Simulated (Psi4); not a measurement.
# TPSS/aug-cc-pVDZ (density fitting with cc-pvdz-jkfit, sweep point 2) run of BH2Cl (SMILES BCl)

Aim: the vertical singlet–triplet gap of BH2Cl at TPSS/aug-cc-pVDZ (density fitting with cc-pvdz-jkfit, sweep point 2), from 2 runs. 

The calculation is run with Psi4 1.11.

### Step 1. The molecule

BH2Cl: 4 atoms, total charge 0, spin state singlet. As SMILES, `BCl`. The coordinates come from a PBE0-D4/def2-TZVP relaxation.

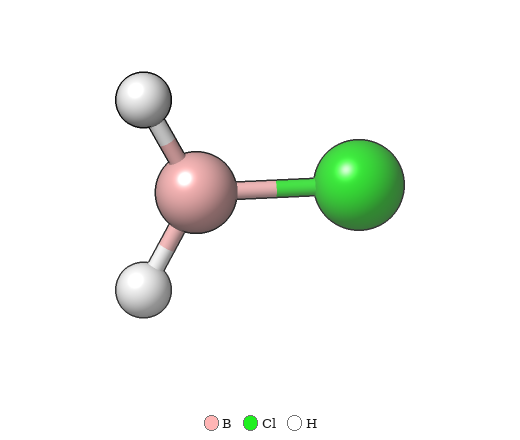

Viewed from a chosen angle; boron pink, chlorine green, hydrogen white.

### Step 2. A single-point energy at TPSS/aug-cc-pVDZ (density fitting with cc-pvdz-jkfit, sweep point 2)

Input file bclh2.inp:

```
memory 1600 mb

molecule m {
  0 1
  B     -0.22053104     0.04100706    -0.14229638
  Cl     2.57947616    -0.74700874     1.36287048
  H     -2.09041504    -1.05730177     0.45429016
  H     -0.16365028     1.64935296    -1.71322570
  units bohr
  symmetry c1
}

set {
  basis aug-cc-pVDZ
  puream true
  scf_type df
  dft_radial_points 99
  dft_spherical_points 590
  df_basis_scf cc-pvdz-jkfit
}

energy('tpss')
print_variables()
```

Command:

```
$ psi4 bclh2.inp bclh2.out -n 1
```

bclh2.out, shortened:

```text
[...]
  Running in c1 symmetry.
[...]
  Nuclear repulsion =   37.783015980830257
[...]
  Multiplicity = 1
[...]
  Nalpha       = 12
  Nbeta        = 12
[...]
    Number of basis functions: 68
[...]
   @DF-RKS iter   1:  -486.17791059363412   -2.33589e-01   6.03016e-03 ADIIS/DIIS
[...]
   @DF-RKS iter   7:  -486.30445603325637   -1.59676e-07   7.96915e-07 DIIS
[...]
    Orbital Energies [Eh]
    ---------------------
    Doubly Occupied:
       1A   -101.020774     2A     -9.260249     3A     -7.036912
       4A     -7.033164     5A     -7.029071     6A     -6.660877
       7A     -0.795333     8A     -0.483928     9A     -0.371688
      10A     -0.367801    11A     -0.329178    12A     -0.273359
[...]
  @DF-RKS Final Energy:  -486.30445603325637
   => Energetics <=
    Nuclear Repulsion Energy =             37.7830159808302568
    One-Electron Energy =                -744.3090160350386668
    Two-Electron Energy =                 253.2991429037663806
    DFT Exchange-Correlation Energy =     -33.0775988828142999
    Empirical Dispersion Energy =           0.0000000000000000
    VV10 Nonlocal Energy =                  0.0000000000000000
    Total Energy =                       -486.3044560332563719
[...]
 Multipole Moments:
 ------------------------------------------------------------------------------------
     Multipole            Electronic (a.u.)      Nuclear  (a.u.)        Total (a.u.)
 ------------------------------------------------------------------------------------
 L = 1.  Multiply by 2.5417464519 to convert [e a0] to [Debye]
 Dipole X            :          2.0756236           -2.2620037           -0.1863801
 Dipole Y            :         -0.5840117            0.6365030            0.0524913
 Dipole Z            :          1.1156013           -1.2158337           -0.1002324
 Magnitude           :                                                    0.2180354
[...]
```

Wall time 17 s (1 thread of Intel Xeon Platinum 8375C at 2.90GHz (Ice Lake), shared host); peak memory 1.4 GiB.

### Step 3. The triplet, same level

Input file bclh2.in:

```
memory 1.6 GB

molecule molecule1 {
  0 3
  B     -0.22053104     0.04100706    -0.14229638
  Cl     2.57947616    -0.74700874     1.36287048
  H     -2.09041504    -1.05730177     0.45429016
  H     -0.16365028     1.64935296    -1.71322570
  units au
  symmetry c1
}

set {
  basis aug-cc-pVDZ
  reference uks
  puream true
  scf_type df
  dft_radial_points 99
  dft_spherical_points 590
  df_basis_scf cc-pvdz-jkfit
  maxiter 150
}

energy_value, wavefunction = energy("tpss", return_wfn=True)
print_variables()
```

Command:

```
$ psi4 bclh2.in bclh2.out -n 1
```

bclh2.out, shortened:

```text
[...]
  Running in c1 symmetry.
[...]
  Nuclear repulsion =   37.783015980830257
[...]
  Multiplicity = 3
[...]
  Nalpha       = 13
  Nbeta        = 11
[...]
    Number of basis functions: 68
[...]
   @DF-UKS iter   1:  -485.82462991966952    1.19691e-01   9.32209e-03 DIIS/ADIIS
[...]
   @DF-UKS iter   9:  -486.14121288141615   -7.88519e-08   9.44607e-07 DIIS
[...]
   @S^2 Observed:                2.003829770E+00
[...]
    Orbital Energies [Eh]
    ---------------------
    Alpha Occupied:
       1A   -101.071377     2A     -9.307720     3A     -7.087319
       4A     -7.081492     5A     -7.075850     6A     -6.615837
       7A     -0.832963     8A     -0.509849     9A     -0.411140
      10A     -0.391185    11A     -0.354263    12A     -0.326523
      13A     -0.123385
    Alpha Virtual:
      14A     -0.006978    15A      0.003427    16A      0.014367
      17A      0.022210    18A      0.044976    19A      0.060417
      20A      0.067490    21A      0.089071    22A      0.092721
      23A      0.099654    24A      0.112782    25A      0.127760
[...]
  @DF-UKS Final Energy:  -486.14121288141615
   => Energetics <=
    Nuclear Repulsion Energy =             37.7830159808302568
    One-Electron Energy =                -743.6023883495461178
    Two-Electron Energy =                 252.6948906299004989
    DFT Exchange-Correlation Energy =     -33.0167311426007259
    Empirical Dispersion Energy =           0.0000000000000000
    VV10 Nonlocal Energy =                  0.0000000000000000
    Total Energy =                       -486.1412128814161520
[...]
 Multipole Moments:
 ------------------------------------------------------------------------------------
     Multipole            Electronic (a.u.)      Nuclear  (a.u.)        Total (a.u.)
 ------------------------------------------------------------------------------------
 L = 1.  Multiply by 2.5417464519 to convert [e a0] to [Debye]
 Dipole X            :          2.4809583           -2.2620037            0.2189546
 Dipole Y            :         -0.6981885            0.6365030           -0.0616855
 Dipole Z            :          1.3336107           -1.2158337            0.1177770
 Magnitude           :                                                    0.2561594
[...]
```

Run time: 33 s. Hardware: 1 thread of Intel Xeon Platinum 8375C at 2.90GHz (Ice Lake), shared host; peak memory 1.4 GiB.

### Step 4. Summary of results

At TPSS/aug-cc-pVDZ (density fitting with cc-pvdz-jkfit, sweep point 2):

```
                                        quantity          value
                           singlet: total energy  -486.30446 Eh
                          singlet: dipole moment         0.55 D
                            singlet: HOMO energy       -7.44 eV
                            singlet: LUMO energy       -2.63 eV
                          singlet: HOMO–LUMO gap        4.81 eV
                           triplet: total energy  -486.14121 Eh
                          triplet: dipole moment         0.65 D
     triplet: HOMO energy (highest over α and β)       -3.36 eV
                                   triplet: ⟨S²⟩          2.004
vertical energy of the triplet above the singlet       4.442 eV
```

**Reading.** At this shape the triplet lies 4.44 eV (102 kcal/mol) above the singlet.
